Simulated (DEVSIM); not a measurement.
System: Si p+/n-/n+ power diode, at 250 K.

| layer (left to right) | material | thickness (μm) | Nd (cm⁻³) | Na (cm⁻³) | τn (s) | τp (s) |
|---|---|---|---|---|---|---|
| 1 | Si | 0.840 | - | 1.3e18 | 1.7e-6 | 1.7e-6 |
| 2 | Si | 12.0 | 1e15 | - | 1.7e-6 | 1.7e-6 |
| 3 | Si | 1.20 | 2.6e18 | - | 1.7e-6 | 1.7e-6 |

Left contact: ohmic. Right contact: ohmic. Voltage is applied to the left contact. Recombination: SRH at mid-gap. Mobility is constant in doping.

Constants are typed, rounded textbook-type inputs, not results; the design itself was drawn at random and stands for no fabricated device. Values at 300 K; Nc and Nv go as T^1.5, mobilities as T to minus their exponent, the gap by Varshni's rule with the affinity fixed.

```csv
parameter,Si
gap (eV),1.124
affinity (eV),4.05
permittivity,11.7
Nc (cm⁻³),2.86e19
Nv (cm⁻³),3.1e19
μn (cm²/Vs),1417
μp (cm²/Vs),470
T exponent of μn,2.3
T exponent of μp,2.2
Varshni α (eV/K),0.000473
Varshni β (K),636
```

Simulated with DEVSIM: 1D drift-diffusion, Boltzmann statistics, complete ionisation; no tunnelling, impact ionisation, image-force lowering or self-heating.

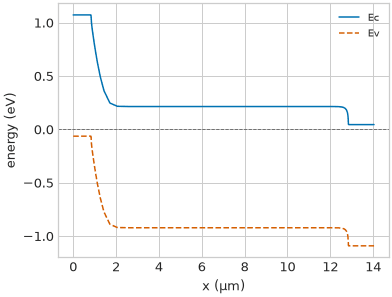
Figure: Band edges at zero bias

Energies count from the Fermi level of the right contact; mesh points crowd at the junctions.

```tsv
x (μm)	Ec (eV)	Ev (eV)	n (cm⁻³)	p (cm⁻³)	field (V/cm)
0.000	1.074	-0.062	< 1e2	1.3e18	≈ 0
0.04381	1.074	-0.062	< 1e2	1.3e18	≈ 0
0.1557	1.074	-0.062	< 1e2	1.3e18	≈ 0
0.4530	1.074	-0.062	< 1e2	1.3e18	≈ 0
0.7539	1.074	-0.062	< 1e2	1.3e18	≈ 0
0.8228	1.073	-0.063	< 1e2	1.3e18	-470
0.8552	1.000	-0.136	< 1e2	4.2e16	-23000
0.9723	0.822	-0.314	590	1.1e13	-13000
1.266	0.493	-0.643	2.5e9	2600000	-8900
2.059	0.217	-0.919	9.0e14	< 1e2	-190
4.395	0.215	-0.921	1.0e15	< 1e2	≈ 0
10.30	0.215	-0.921	1.0e15	< 1e2	≈ 0
11.94	0.215	-0.921	1.0e15	< 1e2	≈ 0
12.54	0.211	-0.925	1.2e15	< 1e2	-380
12.78	0.169	-0.967	8.7e15	< 1e2	-6100
12.84	0.089	-1.047	3.4e17	< 1e2	-48000
12.87	0.046	-1.090	2.6e18	< 1e2	≈ 0
12.97	0.046	-1.090	2.6e18	< 1e2	≈ 0
13.41	0.046	-1.090	2.6e18	< 1e2	≈ 0
13.81	0.046	-1.090	2.6e18	< 1e2	≈ 0
13.97	0.046	-1.090	2.6e18	< 1e2	≈ 0
14.04	0.046	-1.090	2.6e18	< 1e2	≈ 0
```
